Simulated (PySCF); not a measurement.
# C10H18O2: NMR shifts at several levels of theory, part 1 of 2

How much do the NMR shifts of C10H18O2 (`C=C(C)[C@@H]1CC[C@](C)(O)[C@H](O)C1`) depend on the level of theory, and what does each level cost?

The runs use PySCF 2.14.0, with density-fitted response routines of our own; the level of theory stands in each step. All values are computed, except where a source is named. Atoms are numbered from 0 throughout.

## (1) The starting structure

30 atoms, charge 0, multiplicity 1; geometry from: GFN2-xTB.

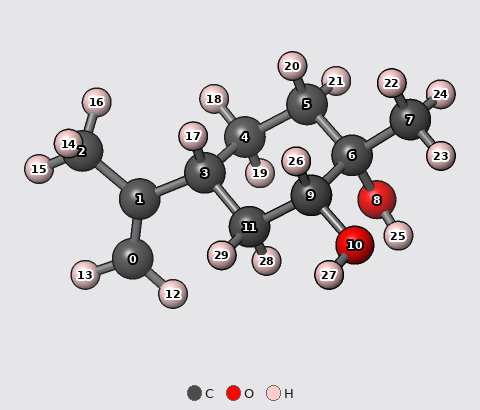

As it starts; carbon dark grey, oxygen red, hydrogen pink, atoms numbered.

## (2) Optimising the geometry at PBE0-D3(BJ)/def2-SVP

What the job is given:

```
{"job": {"xc": "PBE0", "basis": "def2-SVP", "d3": "d3bj", "grid": 1, "kind": "geom"}, "charge": 0, "multiplicity": 1}
C      2.695490    -1.570800     1.125150
C      2.570020    -0.420100     0.484690
C      3.745560     0.479260     0.241040
C      1.257650     0.115810    -0.036920
C      0.552960     0.954300     1.036420
C     -0.695780     1.610260     0.458290
C     -1.677250     0.579060    -0.108860
C     -2.851620     1.287280    -0.797720
O     -2.150500    -0.202420     0.968030
C     -0.959340    -0.339020    -1.125530
O     -1.896690    -1.333140    -1.508560
C      0.287910    -0.967830    -0.504280
H      1.866660    -2.230520     1.309080
H      3.649990    -1.902670     1.497950
H      3.965710     0.526400    -0.825770
H      4.629880     0.122090     0.761550
H      3.524290     1.490930     0.577560
H      1.474690     0.769870    -0.891160
H      1.225660     1.724420     1.418470
H      0.267540     0.307360     1.866480
H     -0.416210     2.303840    -0.336880
H     -1.212810     2.168570     1.239160
H     -2.495150     1.939740    -1.590260
H     -3.523740     0.548150    -1.226850
H     -3.396180     1.879110    -0.066410
H     -2.637250    -0.938670     0.576270
H     -0.676410     0.259760    -2.006380
H     -1.440340    -1.994300    -2.038700
H     -0.032850    -1.570730     0.346440
H      0.775160    -1.622530    -1.233180
```

Standard output:

```text
step   0  E = -541.34813476  max force = 0.015790
step   1  E = -541.35097251  max force = 0.003576
step   2  E = -541.35123804  max force = 0.001448
step   3  E = -541.35139166  max force = 0.001636
step   4  E = -541.35149082  max force = 0.001610
step   5  E = -541.35158758  max force = 0.001468
step   6  E = -541.35167279  max force = 0.000625
step   7  E = -541.35171527  max force = 0.000493
step   8  E = -541.35176306  max force = 0.000528
step   9  E = -541.35179728  max force = 0.000483
step  10  E = -541.35182147  max force = 0.000330
step  11  E = -541.35183189  max force = 0.000235
optimisation converged
```

It took 7 min on 8 threads of AMD EPYC (Zen 3), shared host.

Relaxation path:

```csv
step,energy from step 0 (eV),largest force component (eV/Å)
0,0.0000,0.8120
1,-0.0772,0.1839
2,-0.0844,0.0745
3,-0.0886,0.0841
4,-0.0913,0.0828
5,-0.0940,0.0755
6,-0.0963,0.0321
7,-0.0974,0.0254
8,-0.0987,0.0272
9,-0.0997,0.0248
10,-0.1003,0.0170
11,-0.1006,0.0121
```

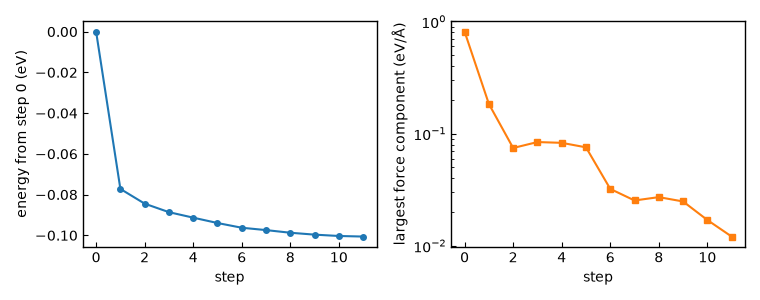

Energy and force, step by step.

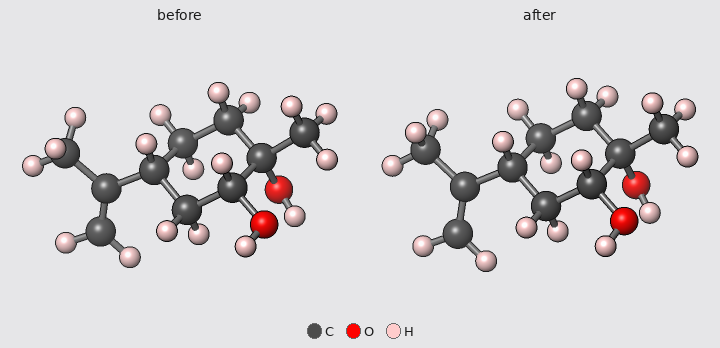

The geometry before (left) and after (right).

Distances of close pairs at the start and the end, largest changes first:

```csv
bond,before (Å),after (Å),change (Å)
C0–H12,1.075,1.092,+0.017
C0–H13,1.077,1.093,+0.016
C0–C1,1.323,1.338,+0.015
C7–H22,1.087,1.101,+0.014
C2–H16,1.089,1.102,+0.013
C2–H14,1.090,1.103,+0.013
C7–H24,1.087,1.100,+0.013
C2–H15,1.087,1.099,+0.012
```

The next job starts from the end point, and lists it.

```csv
at the end point,value
point group (found at 0.08 Å tolerance),C1
"rotational constants (GHz, main isotopes)","1.763, 0.581, 0.506"
dipole moment (D),2.07
```

## (3) NMR shieldings: PBE0/pcSseg-1

What the job is given:

```
{"job": {"kind": "nmr", "xc": "PBE0", "basis": "pcSseg-1", "pop": false}, "charge": 0, "multiplicity": 1}
C      2.718408    -1.736432     0.849845
C      2.571472    -0.461661     0.470018
C      3.707785     0.514912     0.552159
C      1.269722     0.099120    -0.057951
C      0.573885     1.000012     0.972921
C     -0.677895     1.638965     0.392841
C     -1.675724     0.614193    -0.138313
C     -2.868842     1.301235    -0.793411
O     -2.107904    -0.161735     0.960985
C     -0.978076    -0.327028    -1.135553
O     -1.931149    -1.319272    -1.459991
C      0.274947    -0.949236    -0.539693
H      1.902726    -2.459792     0.791316
H      3.671627    -2.098985     1.243924
H      3.957539     0.907278    -0.448339
H      4.611111     0.055070     0.975849
H      3.447642     1.387625     1.173023
H      1.528741     0.739147    -0.925594
H      1.260217     1.782685     1.331020
H      0.299790     0.386322     1.845632
H     -0.406269     2.322673    -0.429535
H     -1.190925     2.245514     1.155963
H     -2.554921     1.948021    -1.627146
H     -3.569772     0.551978    -1.188200
H     -3.393493     1.916530    -0.048182
H     -2.537408    -0.934972     0.568885
H     -0.708510     0.260291    -2.037142
H     -1.473298    -2.059809    -1.869792
H     -0.044459    -1.576870     0.307807
H      0.750084    -1.612300    -1.284224
```

Method: GIAO PBE0/pcSseg-1 NMR shielding, non-relativistic, gas phase.

Standard output:

```text
coarse grid: 24192 points
cycle   1  E = -541.3841139895  dE =  1.559e+00  |g| = 9.096e-01  |ddm| = 4.868e+00
cycle   2  E = -541.2722006685  dE =  1.119e-01  |g| = 1.219e+00  |ddm| = 1.922e+00
cycle   3  E = -541.5484896541  dE = -2.763e-01  |g| = 1.196e-01  |ddm| = 1.249e+00
cycle   4  E = -541.5510935367  dE = -2.604e-03  |g| = 4.420e-02  |ddm| = 1.432e-01
cycle   5  E = -541.5515374588  dE = -4.439e-04  |g| = 9.865e-03  |ddm| = 5.111e-02
cycle   6  E = -541.5515540290  dE = -1.657e-05  |g| = 4.926e-03  |ddm| = 1.346e-02
cycle   7  E = -541.5515598241  dE = -5.795e-06  |g| = 9.404e-04  |ddm| = 4.782e-03
final grid: 231192 points
cycle   8  E = -541.6486238047  dE = -1.077e-04  |g| = 1.395e-02  |ddm| = 6.216e-02
cycle   9  E = -541.6485911573  dE =  3.265e-05  |g| = 1.903e-02  |ddm| = 3.000e-02
cycle  10  E = -541.6486671083  dE = -7.595e-05  |g| = 1.834e-03  |ddm| = 1.771e-02
cycle  11  E = -541.6486677928  dE = -6.845e-07  |g| = 3.666e-04  |ddm| = 2.058e-03
cycle  12  E = -541.6486678174  dE = -2.459e-08  |g| = 1.561e-04  |ddm| = 4.496e-04
cycle  13  E = -541.6486678224  dE = -4.994e-09  |g| = 6.414e-05  |ddm| = 1.949e-04
cycle  14  E = -541.6486678234  dE = -1.030e-09  |g| = 8.489e-06  |ddm| = 6.745e-05
cycle  15  E = -541.6486678234  dE = -1.296e-11  |g| = 2.846e-06  |ddm| = 1.015e-05
converged SCF energy = -541.6486678234

GIAO shielding tensors (ppm)
atom      isotropic    diamagn.    paramagn.     s11        s22        s33       span
  0 C       69.249     253.736    -184.488    -34.521     89.493    152.773    187.294
  1 C       25.573     259.848    -234.275    -99.597     20.730    155.586    255.183
  2 C      159.078     243.569     -84.491    137.591    153.718    185.925     48.334
  3 C      140.601     250.450    -109.849    126.707    140.758    154.338     27.630
  4 C      154.246     248.373     -94.127    142.223    150.670    169.845     27.622
  5 C      145.629     247.470    -101.841    132.709    141.174    163.003     30.294
  6 C      116.605     246.484    -129.879     97.628    107.643    144.543     46.916
  7 C      156.135     244.832     -88.697    131.432    149.994    186.978     55.546
  8 O      283.733     393.124    -109.391    255.030    285.401    310.767     55.737
  9 C      108.515     247.729    -139.215     95.847     99.832    129.865     34.018
 10 O      276.299     391.796    -115.497    222.343    295.143    311.411     89.068
 11 C      147.073     249.956    -102.883    127.377    146.819    167.022     39.645
 12 H       26.305      33.499      -7.194     23.361     23.729     31.825      8.464
 13 H       26.175      29.050      -2.875     23.966     24.509     30.050      6.085
 14 H       29.662      27.573       2.090     25.516     28.187     35.284      9.768
 15 H       29.478      26.604       2.874     25.226     27.863     35.344     10.119
 16 H       29.136      28.476       0.661     24.017     29.844     33.548      9.531
 17 H       29.879      35.407      -5.528     25.708     29.568     34.362      8.654
 18 H       29.792      32.701      -2.909     23.320     30.062     35.995     12.675
 19 H       29.867      32.543      -2.676     26.048     29.753     33.799      7.751
 20 H       30.269      32.862      -2.593     25.445     30.075     35.287      9.842
 21 H       29.514      31.397      -1.883     24.407     28.842     35.294     10.887
 22 H       30.615      29.189       1.426     26.445     27.960     37.440     10.995
 23 H       29.349      29.247       0.102     24.246     28.768     35.032     10.786
 24 H       30.143      28.508       1.635     26.428     27.700     36.301      9.874
 25 H       29.428      35.114      -5.686     19.334     28.341     40.609     21.275
 26 H       28.043      34.407      -6.364     24.929     28.358     30.841      5.911
 27 H       31.104      33.963      -2.859     22.014     28.081     43.218     21.204
 28 H       29.481      34.718      -5.238     25.882     30.083     32.476      6.594
 29 H       30.147      34.579      -4.432     25.071     30.209     35.160     10.090
```

Run time: 1.9 min. Hardware: 8 threads of AMD EPYC (Zen 3), shared host.

The references, computed at this level on geometries of the same kind, shield at (ppm): 1H TMS 31.27, 13C TMS 184.4, 17O H2O 334.6. Their shielding less the atom's gives the shift. The references are single molecules in the gas phase, so shifts against H2O, NH3, PH3, H3PO4 or CFCl3 are not on the usual liquid scales and can be off by tens of ppm. Atoms listed in one row are averaged.

```csv
atoms,environment,σ (ppm),δ (ppm),δ scaled to CDCl3
C1,fully substituted alkene carbon,25.6,158.8,153.7
C0,terminal =CH2 carbon,69.2,115.2,111.3
C9,sp3 CH bonded to O,108.5,75.9,73.2
C6,fully substituted sp3 carbon bonded to O,116.6,67.8,65.3
C3,allylic sp3 CH,140.6,43.8,42.0
C5,sp3 CH2 in a ring,145.6,38.8,37.2
C11,sp3 CH2 in a ring,147.1,37.3,35.7
C4,sp3 CH2 in a ring,154.2,30.2,28.8
C7,methyl carbon,156.1,28.3,26.9
C2,allylic methyl carbon,159.1,25.3,24.1
H13,hydrogen on a terminal =CH2 carbon,26.17,5.09,5.04
H12,hydrogen on a terminal =CH2 carbon,26.31,4.96,4.92
H26,hydrogen on an sp3 CH bonded to O,28.04,3.22,3.27
"H14, H15, H16",hydrogen on an allylic methyl carbon,29.43,1.84,1.96
H25,hydrogen on an alcohol oxygen,29.43,1.84,–
H28,hydrogen on an sp3 CH2 in a ring,29.48,1.79,1.91
H21,hydrogen on an sp3 CH2 in a ring,29.51,1.75,1.88
H18,hydrogen on an sp3 CH2 in a ring,29.79,1.47,1.61
H19,hydrogen on an sp3 CH2 in a ring,29.87,1.40,1.54
H17,hydrogen on an allylic sp3 CH,29.88,1.39,1.53
"H22, H23, H24",hydrogen on a methyl carbon,30.04,1.23,1.38
H29,hydrogen on an sp3 CH2 in a ring,30.15,1.12,1.28
H20,hydrogen on an sp3 CH2 in a ring,30.27,1.00,1.16
H27,hydrogen on an alcohol oxygen,31.10,0.16,–
O10,alcohol oxygen,276.3,58.3,–
O8,alcohol oxygen,283.7,50.8,–
```

The scaled column applies a straight-line fit of computed shieldings to shifts measured in CDCl3 (root-mean-square error 0.21 ppm for H, 2.0 ppm for C).

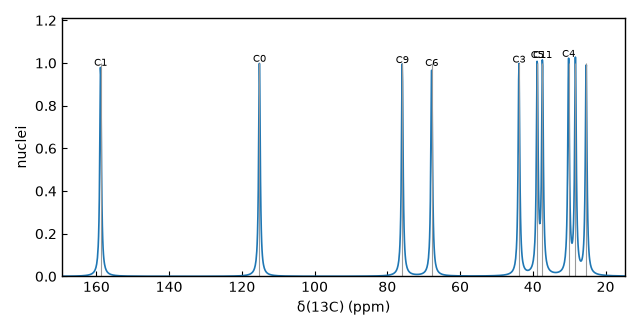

13C lines at the computed shifts, without couplings. Lines are broadened to a width of 0.53 ppm (Lorentzian).

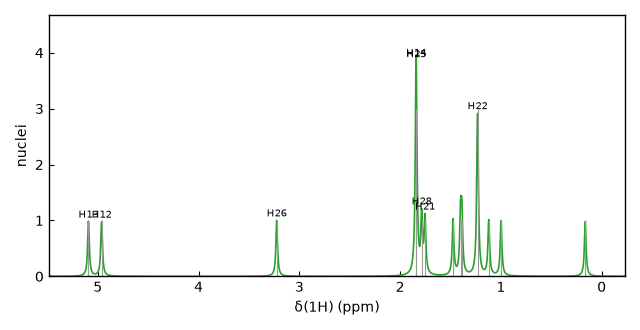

1H lines at the computed shifts, without couplings. Lines are broadened to a width of 0.02 ppm (Lorentzian).

Ring of atoms C3, C4, C5, C6, C9, C11: NICS(0) -3.7, NICS(1) -2.9, NICS(1)zz 3.0 ppm (means of both faces). The ring holds saturated atoms, so no π current runs round it: these values come from its σ bonds, any local π bonds and neighbouring rings, and say nothing of aromaticity.

## (4) NMR shieldings: PBE/pcSseg-1

Settings changed since step 3:

```diff
@@ -1,2 +1,2 @@
-{"job": {"kind": "nmr", "xc": "PBE0", "basis": "pcSseg-1", "pop": false}, "charge": 0, "multiplicity": 1}
+{"job": {"kind": "nmr", "xc": "PBE", "basis": "pcSseg-1", "pop": false}, "charge": 0, "multiplicity": 1}
 C      2.718408    -1.736432     0.849845
```

With the program's defaults for keys left out, this is: GIAO PBE/pcSseg-1 NMR shielding, non-relativistic, gas phase.

Standard output:

```text
coarse grid: 24192 points
cycle   1  E = -541.1732105846  dE =  1.206e+00  |g| = 1.147e+00  |ddm| = 4.960e+00
cycle   2  E = -540.6066781125  dE =  5.665e-01  |g| = 2.012e+00  |ddm| = 3.512e+00
cycle   3  E = -541.4420685552  dE = -8.354e-01  |g| = 2.483e-01  |ddm| = 2.724e+00
cycle   4  E = -541.4538052316  dE = -1.174e-02  |g| = 8.184e-02  |ddm| = 3.181e-01
cycle   5  E = -541.4552257272  dE = -1.420e-03  |g| = 2.249e-02  |ddm| = 9.702e-02
cycle   6  E = -541.4553047165  dE = -7.899e-05  |g| = 1.153e-02  |ddm| = 3.335e-02
cycle   7  E = -541.4553329119  dE = -2.820e-05  |g| = 3.748e-03  |ddm| = 1.216e-02
cycle   8  E = -541.4553363884  dE = -3.476e-06  |g| = 1.169e-03  |ddm| = 4.461e-03
final grid: 231192 points
cycle   9  E = -541.5871200150  dE = -1.149e-04  |g| = 2.399e-02  |ddm| = 8.795e-02
cycle  10  E = -541.5867945988  dE =  3.254e-04  |g| = 4.510e-02  |ddm| = 6.449e-02
cycle  11  E = -541.5872419383  dE = -4.473e-04  |g| = 6.665e-03  |ddm| = 4.746e-02
cycle  12  E = -541.5872525083  dE = -1.057e-05  |g| = 1.606e-03  |ddm| = 7.205e-03
cycle  13  E = -541.5872530688  dE = -5.605e-07  |g| = 6.191e-04  |ddm| = 1.980e-03
cycle  14  E = -541.5872531607  dE = -9.191e-08  |g| = 8.659e-05  |ddm| = 6.497e-04
cycle  15  E = -541.5872531622  dE = -1.458e-09  |g| = 2.543e-05  |ddm| = 1.187e-04
cycle  16  E = -541.5872531623  dE = -1.253e-10  |g| = 9.774e-06  |ddm| = 3.413e-05
converged SCF energy = -541.5872531623

GIAO shielding tensors (ppm)
atom      isotropic    diamagn.    paramagn.     s11        s22        s33       span
  0 C       67.563     253.267    -185.705    -29.204     84.108    147.785    176.989
  1 C       22.022     259.151    -237.129    -96.870     13.441    149.494    246.364
  2 C      153.969     244.400     -90.431    131.341    148.257    182.310     50.968
  3 C      133.009     251.207    -118.198    118.758    133.683    146.587     27.829
  4 C      147.697     248.929    -101.232    134.878    143.599    164.614     29.736
  5 C      139.051     247.981    -108.930    125.027    134.127    157.998     32.971
  6 C      109.016     247.513    -138.497     88.777    100.085    138.185     49.408
  7 C      151.136     245.259     -94.124    125.455    144.367    183.585     58.131
  8 O      274.721     392.457    -117.736    245.385    279.519    299.260     53.874
  9 C      100.720     248.790    -148.070     87.294     92.197    122.668     35.374
 10 O      264.199     390.741    -126.542    209.314    287.048    296.235     86.921
 11 C      140.452     250.625    -110.173    120.376    139.810    161.171     40.795
 12 H       26.285      33.938      -7.653     23.490     23.802     31.562      8.072
 13 H       26.184      28.731      -2.548     24.117     24.751     29.684      5.568
 14 H       29.563      27.786       1.776     25.632     28.124     34.932      9.300
 15 H       29.448      26.311       3.137     25.496     27.943     34.904      9.408
 16 H       28.996      28.857       0.138     24.070     29.712     33.205      9.135
 17 H       29.623      35.589      -5.966     25.648     29.282     33.939      8.291
 18 H       29.632      32.619      -2.987     23.419     30.088     35.388     11.968
 19 H       29.725      32.993      -3.268     26.019     29.791     33.364      7.345
 20 H       30.037      33.022      -2.984     25.366     30.022     34.723      9.357
 21 H       29.376      31.265      -1.889     24.506     28.891     34.732     10.226
 22 H       30.462      29.393       1.069     26.459     27.836     37.091     10.633
 23 H       29.267      29.373      -0.106     24.365     28.751     34.686     10.322
 24 H       30.136      28.533       1.604     26.783     27.764     35.863      9.080
 25 H       29.432      35.401      -5.969     19.516     28.632     40.147     20.631
 26 H       27.702      34.676      -6.974     24.664     28.211     30.232      5.568
 27 H       31.180      34.047      -2.867     22.618     28.394     42.529     19.911
 28 H       29.332      35.255      -5.923     25.952     29.875     32.170      6.218
 29 H       30.024      34.607      -4.583     25.301     30.177     34.593      9.293
```

Run time: 90 s. Hardware: 8 threads of AMD EPYC (Zen 3), shared host.

Key values: δ C1 158.0, C0 112.5, C9 79.3, C6 71.0, H13 5.01, H12 4.91 ppm.

## (5) NMR shieldings: wB97X-D/pcSseg-1

Settings changed since step 4:

```diff
@@ -1,2 +1,2 @@
-{"job": {"kind": "nmr", "xc": "PBE", "basis": "pcSseg-1", "pop": false}, "charge": 0, "multiplicity": 1}
+{"job": {"kind": "nmr", "xc": "wB97X-D", "basis": "pcSseg-1", "pop": false}, "charge": 0, "multiplicity": 1}
 C      2.718408    -1.736432     0.849845
```

Method: GIAO wB97X-D/pcSseg-1 NMR shielding, non-relativistic, gas phase.

Standard output:

```text
coarse grid: 24192 points
cycle   1  E = -541.8514799087  dE =  2.078e+00  |g| = 8.936e-01  |ddm| = 4.827e+00
cycle   2  E = -541.8462123072  dE =  5.268e-03  |g| = 9.776e-01  |ddm| = 1.436e+00
cycle   3  E = -542.0052778712  dE = -1.591e-01  |g| = 7.494e-02  |ddm| = 7.806e-01
cycle   4  E = -542.0063760123  dE = -1.098e-03  |g| = 3.103e-02  |ddm| = 8.924e-02
cycle   5  E = -542.0066116461  dE = -2.356e-04  |g| = 6.321e-03  |ddm| = 3.761e-02
cycle   6  E = -542.0066213379  dE = -9.692e-06  |g| = 1.951e-03  |ddm| = 8.217e-03
final grid: 231192 points
cycle   7  E = -542.1052430272  dE = -4.250e-04  |g| = 6.333e-03  |ddm| = 7.051e-02
cycle   8  E = -542.1052500380  dE = -7.011e-06  |g| = 4.921e-03  |ddm| = 1.569e-02
cycle   9  E = -542.1052553698  dE = -5.332e-06  |g| = 9.622e-04  |ddm| = 4.934e-03
cycle  10  E = -542.1052556091  dE = -2.393e-07  |g| = 4.487e-04  |ddm| = 1.705e-03
cycle  11  E = -542.1052556523  dE = -4.324e-08  |g| = 9.606e-05  |ddm| = 4.910e-04
cycle  12  E = -542.1052556550  dE = -2.624e-09  |g| = 2.948e-05  |ddm| = 1.631e-04
cycle  13  E = -542.1052556552  dE = -2.860e-10  |g| = 8.249e-06  |ddm| = 5.802e-05
converged SCF energy = -542.1052556552

GIAO shielding tensors (ppm)
atom      isotropic    diamagn.    paramagn.     s11        s22        s33       span
  0 C       68.558     253.982    -185.424    -37.714     90.755    152.633    190.347
  1 C       24.810     260.106    -235.296   -103.154     21.540    156.044    259.198
  2 C      159.315     243.286     -83.972    137.977    154.319    185.647     47.670
  3 C      141.633     250.577    -108.944    128.376    140.912    155.612     27.236
  4 C      154.725     248.580     -93.854    142.892    151.221    170.063     27.171
  5 C      146.086     247.974    -101.888    133.428    141.731    163.099     29.671
  6 C      116.683     246.046    -129.363     97.991    107.423    144.637     46.646
  7 C      155.822     244.666     -88.844    131.322    149.731    186.414     55.093
  8 O      285.534     394.209    -108.676    256.929    285.590    314.082     57.153
  9 C      108.686     248.056    -139.369     95.984     99.582    130.492     34.508
 10 O      279.901     392.550    -112.648    226.056    297.445    316.204     90.148
 11 C      147.332     250.484    -103.153    127.487    147.129    167.378     39.891
 12 H       26.421      33.733      -7.312     23.501     23.805     31.956      8.456
 13 H       26.290      29.134      -2.845     24.035     24.600     30.234      6.199
 14 H       29.798      27.692       2.106     25.647     28.376     35.371      9.723
 15 H       29.596      26.585       3.011     25.289     27.999     35.500     10.212
 16 H       29.292      28.596       0.696     24.198     30.023     33.655      9.457
 17 H       30.079      35.778      -5.699     25.901     29.781     34.557      8.655
 18 H       29.945      32.906      -2.961     23.505     30.175     36.156     12.651
 19 H       29.998      32.911      -2.914     26.222     29.846     33.924      7.702
 20 H       30.446      33.185      -2.739     25.636     30.241     35.460      9.824
 21 H       29.659      31.528      -1.869     24.571     28.970     35.437     10.866
 22 H       30.731      29.284       1.448     26.584     28.114     37.496     10.912
 23 H       29.458      29.243       0.216     24.400     28.872     35.103     10.703
 24 H       30.211      28.471       1.740     26.467     27.786     36.381      9.915
 25 H       29.479      35.284      -5.806     19.450     28.341     40.645     21.196
 26 H       28.212      34.670      -6.458     25.100     28.564     30.973      5.872
 27 H       31.150      34.085      -2.935     21.957     28.163     43.330     21.373
 28 H       29.601      35.227      -5.626     25.994     30.222     32.587      6.593
 29 H       30.278      34.830      -4.552     25.187     30.375     35.271     10.084
```

Wall time 2.2 min (8 threads of AMD EPYC (Zen 3), shared host).

Key values: δ C1 159.7, C0 116.0, C9 75.9, C6 67.9, H13 5.09, H12 4.96 ppm.

(Continued in part 2 of 2.)
